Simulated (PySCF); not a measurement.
**C$_{3}$H$_{8}$Si, SMILES `C/C=C\[SiH3]`: what the electrons do**

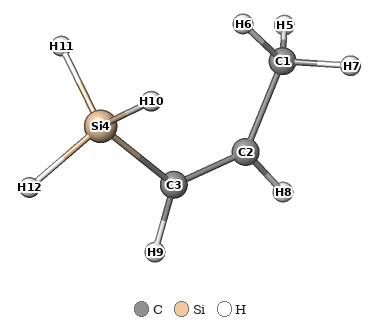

The molecule, with its atoms numbered as below. No frequency check shows the geometry to be a minimum.

Cartesian coordinates (Å):

```
C1       1.8277    0.7413    0.0003
C2       1.2676   -0.6396    0.0001
C3      -0.0227   -0.9501    0.0000
Si4     -1.4676    0.2547   -0.0002
H5       2.4555    0.8892   -0.8802
H6       1.0379    1.4873    0.0008
H7       2.4566    0.8887    0.8776
H8       2.0184   -1.4247    0.0001
H9      -0.2789   -2.0033   -0.0001
H10     -1.4355    1.1067    1.1948
H11     -1.4369    1.1073   -1.1926
H12     -2.7067   -0.5266    0.0008
```

### 1. Bonding charge

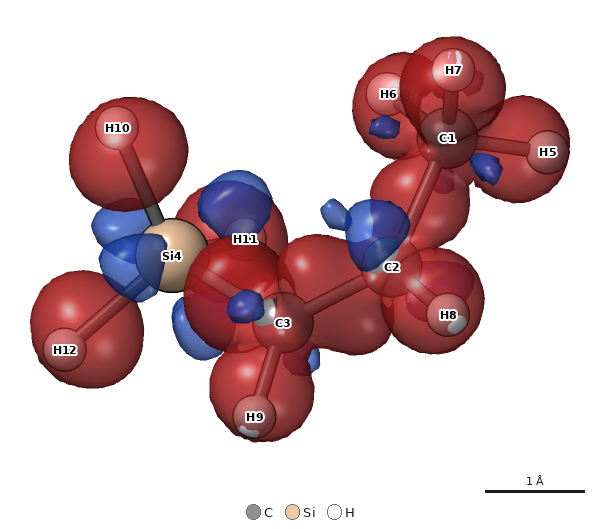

Deformation density (molecule less spherical, spin-averaged free atoms at the same positions), surfaces at ±0.1 e/Å³; red: gain, blue: loss.

PySCF calculation, HF/cc-pVTZ, gas phase; geometry: GFN2-xTB.

How much density has each bond gained at its critical point, relative to the free atoms?

Answer. C2–C3: +0.91 e/Å³ at the bond critical point (bond length 1.33 Å, Mayer order 1.9). C2–H8: +0.81 e/Å³ at the bond critical point (bond length 1.09 Å, Mayer order 1.0). C3–H9: +0.76 e/Å³ at the bond critical point (bond length 1.08 Å, Mayer order 1.0). C1–H6: +0.76 e/Å³ at the bond critical point (bond length 1.09 Å, Mayer order 1.0). C1–H7 and C1–H5: +0.74 e/Å³ at the bond critical point (bond length 1.09 Å, Mayer order 1.0). C1–C2: +0.68 e/Å³ at the bond critical point (bond length 1.49 Å, Mayer order 0.9). Si4–H12: +0.22 e/Å³ at the bond critical point (bond length 1.47 Å, Mayer order 1.0). Si4–H11 and Si4–H10: +0.22 e/Å³ at the bond critical point (bond length 1.47 Å, Mayer order 1.0). C3–Si4: +0.21 e/Å³ at the bond critical point (bond length 1.88 Å, Mayer order 1.0). In all, 2.8 electrons gather in the regions of gain relative to the promolecule.

### 2. Bond critical points

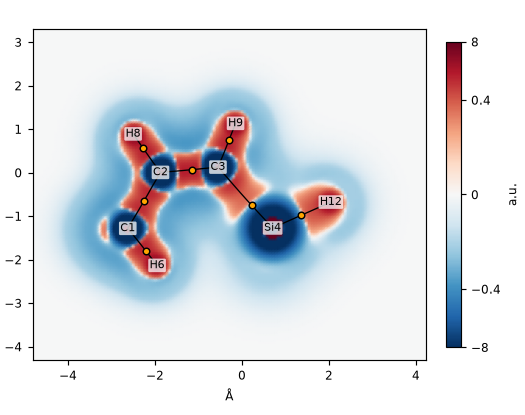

Negative Laplacian of the density (−∇²ρ) in a plane through 8 of the atoms (red positive, blue negative, colour scale in a.u., logarithmic beyond ±0.04), with bond paths and bond critical points (dots).

At which bond critical points in this plane is charge locally concentrated, and at which depleted?

Answer. Concentrated (∇²ρ < 0): C2–C3 (−1.40 a.u.); C2–H8 (−1.26 a.u.); C1–H6 (−1.21 a.u.); C3–H9 (−1.20 a.u.); C1–C2 (−0.89 a.u.). Depleted (∇²ρ > 0): Si4–H12 (+0.31 a.u., H = −0.074); C3–Si4 (+0.29 a.u., H = −0.073). A positive Laplacian with clearly negative H marks a strongly polar covalent bond, whose critical point lies close to the core of the less electronegative atom.

Where along C2–H8 does the critical point lie?

Answer. 0.69 Å from C2 and 0.40 Å from H8.

### 3. Local ionisation energy

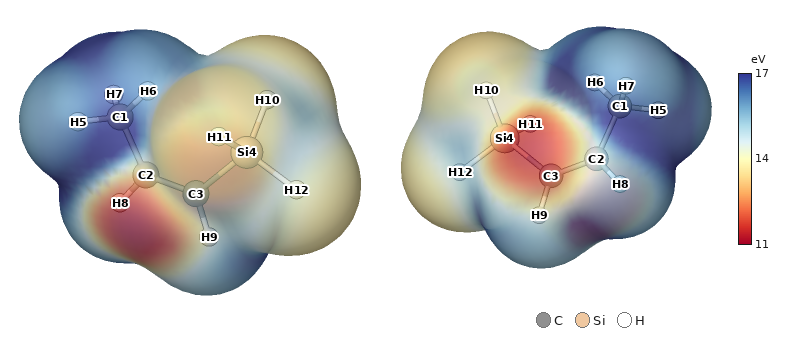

Average local ionisation energy on the surface of electron density 0.001 a.u. (back view left, front view right).

Where are the most loosely bound electrons on this surface?

Answer. The lowest value is 11.1 eV, off the C2–C3 bond (2.2 to 2.3 Å from its atoms), and at like points elsewhere. Further minima include 13.4 eV, 1.5 Å from H10, and at like points elsewhere; 15.5 eV, 1.3 Å from H5. For comparison, the highest occupied orbital lies at −9.9 eV.

### 4. Removing or adding an electron

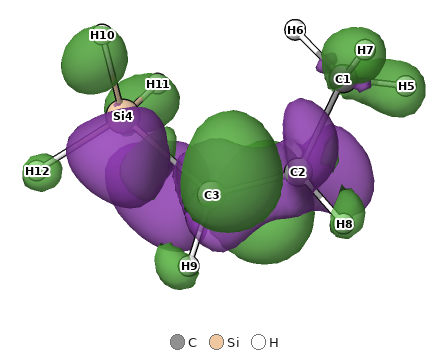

Dual descriptor f⁺ − f⁻ at ±0.02 e/Å³ (purple positive, green negative).

Method: PBE0/def2-TZVP; geometry: GFN2-xTB; program: PySCF.

Which atoms come out as electrophilic, and which as nucleophilic?

Answer. Electrophilic (positive): Si4 (+0.11). Nucleophilic (negative): C3 (−0.07). f⁻ (Hirshfeld-condensed) is largest on C3 (0.20) and C2 (0.18); the vertical ionisation energy is 9.52 eV (the stability of the cation's solution wasn't checked). f⁺ (Hirshfeld-condensed) is largest on Si4 (0.20), C2 (0.16) and C3 (0.14); the vertical electron affinity is −1.48 eV (the stability of the anion's solution wasn't checked; negative, but this basis has no diffuse functions, so it doesn't show that the anion is unbound).

### 5. Localised orbitals

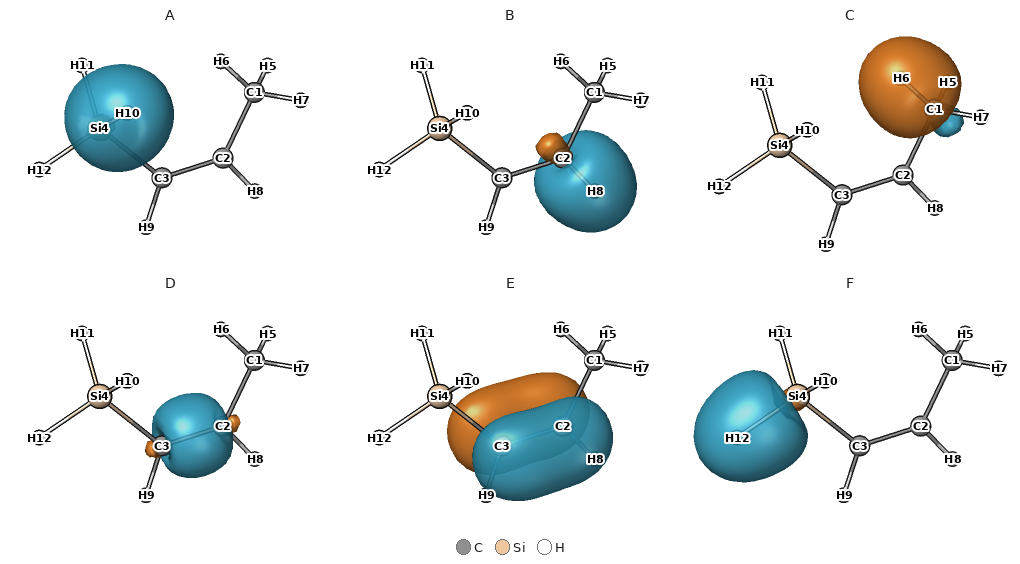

Pipek–Mezey orbitals, occupied; each surface holds about 80 % of the orbital's density. Energies are diagonal elements of the Fock matrix.

Method: TPSS/6-31G*; geometry: GFN2-xTB; program: PySCF.

What does each orbital represent in a Lewis picture?

Answer. By panel:
- A: σ bond H10–Si4 (H10 54 %, Si4 45 %; −9.8 eV)
- B: σ bond C2–H8 (C2 55 %, H8 44 %; −12.3 eV)
- C: σ bond C1–H6 (C1 55 %, H6 44 %; −12.0 eV)
- D: σ bond C2–C3 (C2 50 %, C3 50 %; −15.2 eV)
- E: π bond C3–C2 (C3 51 %, C2 46 %; −6.6 eV)
- F: σ bond H12–Si4 (H12 54 %, Si4 45 %; −9.8 eV)

The PySCF runs shown took 2.8 s, 63 s and 12 s on 1 thread of Intel(R) Xeon(R) Platinum 8375C CPU @ 2.90GHz (Ice Lake), with other jobs on the host.
